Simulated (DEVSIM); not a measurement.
Structure: Al0.15Ga0.85As/GaAs p-n heterojunction, at 300 K.

| layer (left to right) | material | thickness (μm) | Nd (cm⁻³) | Na (cm⁻³) | τn (s) | τp (s) |
|---|---|---|---|---|---|---|
| 1 | Al0.15Ga0.85As | 0.0790 | - | 3.8e17 | 1.6e-9 | 1.6e-9 |
| 2 | GaAs | 0.830 | 5e15 | - | 1.6e-9 | 1.6e-9 |

Left contact: ohmic. Right contact: ohmic. Voltage is applied to the left contact. Recombination: SRH at mid-gap. Mobility is μmin + (μ − μmin)/(1 + (N/Nref)^α).

Constants are typed, rounded textbook-type inputs, not results; the design itself was drawn at random and stands for no fabricated device. Values at 300 K.

```tsv
parameter	Al0.15Ga0.85As	GaAs
gap (eV)	1.611	1.424
affinity (eV)	3.9515	4.07
permittivity	12.47	12.9
Nc (cm⁻³)	5.6e17	4.7e17
Nv (cm⁻³)	9e18	9e18
μn (cm²/Vs)	5695	8500
μp (cm²/Vs)	282	400
μn,min	500	500
μp,min	20	20
Nref,n	6e16	6e16
Nref,p	1.5e17	1.5e17
αn	0.39	0.39
αp	0.38	0.38
```

Simulated with DEVSIM: 1D drift-diffusion, Boltzmann statistics, complete ionisation; no tunnelling, impact ionisation, image-force lowering or self-heating. Band offsets follow the typed affinities; no thermionic-emission limit at abrupt steps, no polarisation charge.

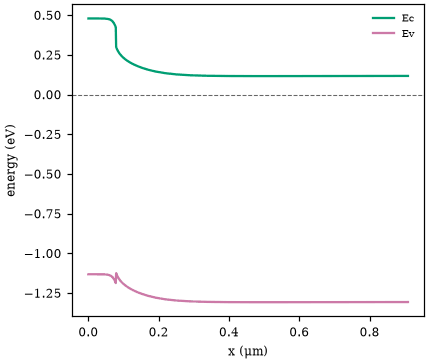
Figure. Band edges at 1.05 V on the left contact

Energies count from the Fermi level of the right contact; mesh points crowd at the junctions.

```csv
x (μm),Ec (eV),Ev (eV),n (cm⁻³),p (cm⁻³),field (V/cm)
0.000,0.479,-1.132,< 1e2,3.8e17,≈ 0
0.003899,0.479,-1.132,2.9e8,3.8e17,≈ 0
0.01056,0.479,-1.132,7.8e8,3.8e17,≈ 0
0.02099,0.479,-1.132,1.6e9,3.8e17,-27
0.04686,0.478,-1.133,3.6e9,3.7e17,-1200
0.06248,0.471,-1.140,6.1e9,2.8e17,-11000
0.07162,0.453,-1.158,1.3e10,1.4e17,-33000
0.07797,0.424,-1.187,4.2e10,4.5e16,-60000
0.08141,0.286,-1.138,7.4e12,3.0e17,-49000
0.08746,0.262,-1.162,1.8e13,1.2e17,-32000
0.09853,0.234,-1.190,5.4e13,4.0e16,-20000
0.1266,0.193,-1.232,2.7e14,8.0e15,-11000
0.1703,0.156,-1.268,1.1e15,2.0e15,-6100
0.2502,0.127,-1.297,3.4e15,5.9e14,-1900
0.4687,0.116,-1.308,5.2e15,2.6e14,-18
0.6551,0.117,-1.307,5.1e15,1.5e14,28
0.7726,0.117,-1.307,5.1e15,8.0e13,30
0.8367,0.117,-1.307,5.0e15,4.3e13,30
0.8794,0.117,-1.307,5.0e15,1.7e13,31
0.8951,0.117,-1.307,5.0e15,8.2e12,31
0.9032,0.117,-1.307,5.0e15,3.4e12,31
0.9090,0.117,-1.306,5.0e15,< 1e2,31
```
